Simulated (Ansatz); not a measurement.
# Does disorder add resistance in series? Al(111) layers displaced at 500 K

Two lengths of the disordered region are known. What area resistance does the third give?

**Method.** Ansatz 0.2.0, plane waves with PAW datasets at their recommended cutoffs (420 eV for most), Fermi-Dirac smearing; ballistic transmission by layer matching. The area resistance is RA = A (h/2e²)(1/T − 1/N), with T the zone-mean transmission per spin and N the lead's channels, both averaged over a few energies near the Fermi level; for magnets each spin is taken apart, with h/e², and the two conduct in parallel. Lateral cell 2x2, PBE, a fresh random draw for each length. Atoms are displaced independently, by 0.123 Å r.m.s. per direction; each RA is scaled by the nominal over the drawn mean square displacement.

Results; the value marked ? is to be predicted:

```
length (Å)  channels N  RA (fΩ m²)
      9.35       5.430      0.0995
      18.7       5.410       0.148
      28.0       5.477           ?
```

Worked fit:

Ohm's law makes RA linear in the length: the slope is (0.148 − 0.0995)/(18.7 − 9.35) = 5.16×10⁻³ fΩ m² per Å, or 5.2 µΩ cm. Then 0.148 + 5.16×10⁻³ × 9.35. Predicted: 0.196 fΩ m².

What the run gave:

0.203 fΩ m², so the prediction is 3.3 % too low. The three lengths together give 5.5 µΩ cm. The two increments are 0.048 and 0.055 fΩ m², roughly as Ohm's law has it, though with one draw for each length that is a weak test.

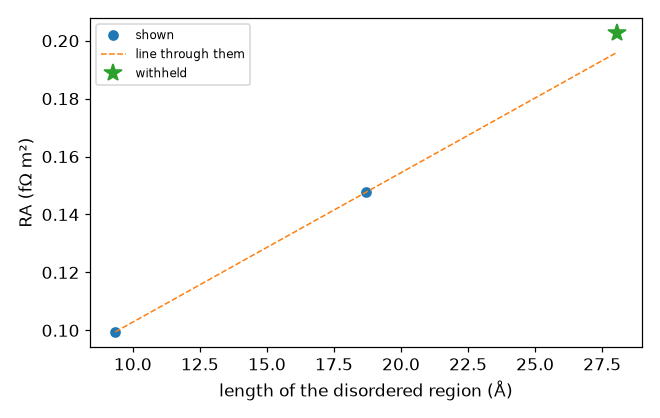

Area resistance against length.

Caveats: The scatterers repeat sideways with the small cell. The slope is a raw one; a model of isotropic scattering puts it 1.13 times the bulk value over these lengths.

[Logs are printed without paths, hosts, clocks, repeated set-up lines and the standing remarks that a program may print on its own settings, such as how far it seeks lower states.]
